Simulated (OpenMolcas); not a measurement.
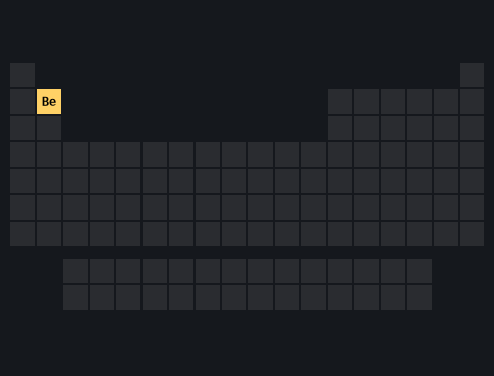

Figure 1. The place of beryllium in the periodic table.

**Multiconfigurational calculation for Be**

- system: Be.
- method: state-averaged MS-CASPT2, IPEA shift 0.25, imaginary shift 0.1 hartree, semicore shells correlated, active space 2 electrons in the shells 2s 2p, basis ANO-RCC-VDZP, DKH4 scalar Hamiltonian, spin-orbit coupling by RASSI with atomic mean-field integrals (OpenMolcas)

### What the run reported

- outcome: refused by the program
- hardware: 1 thread of AMD EPYC (Zen 5), 450 GiB of memory available, shared host

### What went wrong

The input is odd on purpose: two shifts. The program refused the input; the driver noted: spin 1 odd left out: above the window. Limits: CASPT2 multiplicity 1: _RC_INPUT_ERROR_.

### Input
```
&GATEWAY
Coord
1

Be 0.0 0.0 0.0
Basis=ANO-RCC-VDZP
Group=XYZ
NoMove
AngMom=0.0 0.0 0.0
AMFI
&SEWARD
Relativistic=R04O02
&RASSCF
FileOrb=start.orb
Symmetry=1
Spin=3
nActEl=2 0 0
Inactive=1 0
Ras2=1 3
CIRoot=3 3 1
SDav=3
CIMx=300
Iter=120 100
PrWF=0.3
OrbListing=Nothing
MaxOrb=0
Atom
>>> COPY $Project.JobIph JOB001
&RASSCF
FileOrb=start.orb
Symmetry=1
Spin=1
nActEl=2 0 0
Inactive=1 0
Ras2=1 3
CIRoot=1 1 1
SDav=7
CIMx=300
Iter=120 100
PrWF=0.3
OrbListing=Nothing
MaxOrb=0
Atom
>>> COPY $Project.JobIph JOB002
&RASSCF
FileOrb=start.orb
Symmetry=2
Spin=3
nActEl=2 0 0
Inactive=1 0
Ras2=1 3
CIRoot=3 3 1
SDav=3
CIMx=300
Iter=120 100
PrWF=0.3
OrbListing=Nothing
MaxOrb=0
Atom
>>> COPY $Project.JobIph JOB003
&RASSI
NrOfJobIphs=2 1 3
1
1 2 3
IphNames
JOB002
JOB003
EJob
SpinOrbit
DIPRint=1.0
SOCoupling=1000.0
Subsets=2
MEES
Property=10
'ANGMOM' 1 'ANGMOM' 2 'ANGMOM' 3 'MLTPL  1' 1 'MLTPL  1' 2 'MLTPL  1' 3
'AMFI' 1 'AMFI' 2 'AMFI' 3 'MLTPL  2' 6
SOProperty=3
'ANGMOM' 1 'ANGMOM' 2 'ANGMOM' 3
>>> COPY JOB002 $Project.JobIph
&CASPT2
Multistate=1 1
Frozen=0 0
IPEA=0.25
Imaginary=0.1
MaxIter=60
WThr=0.0 0.3 0.05
PrWF=0.5
NoMix
Shift=0.2
Sig2=0.3
```

The file start.orb holds starting orbitals from an earlier step.

Command:
```bash
OMP_NUM_THREADS=1 MOLCAS_MEM=2252 MOLCAS_PROJECT=a pymolcas a.inp > a.log  # once for each step of the input, in one work folder
```

### Output (extracts)
```
|
   -----------------------------------------------------------------------------------------
++ ---------   Input file   ---------
>>> COPY JOB002 $Project.JobIph
&CASPT2
Multistate=1 1
Frozen=0 0
IPEA=0.25
Imaginary=0.1
MaxIter=60
WThr=0.0 0.3 0.05
PrWF=0.5
NoMix
Shift=0.2
Sig2=0.3
-- ----------------------------------
>>> COPY JOB002 a.JobIph
*** symbolic link created: INPORB -> a.RasOrb
--- Start Module: caspt2 at  ---
()()()()()()()()()()()()()()()()()()()()()()()()()()()()()()()()()()()()()()()()()()()()()()()()()()
                                              &CASPT2
                                   only a single process is used
                       available to each process: 2.3 GB of memory, 1 thread
()()()()()()()()()()()()()()()()()()()()()()()()()()()()()()()()()()()()()()()()()()()()()()()()()()
 ###    ERROR: More than one intruder-state removal technique                ###
 ###    active: SHIFt/IMAGinary/SIG1/SIG2 are mutually exclusive!            ###
--- Stop Module: caspt2 at  /rc=_RC_INPUT_ERROR_ ---
.####################.
.# User input error #.
.####################.
```
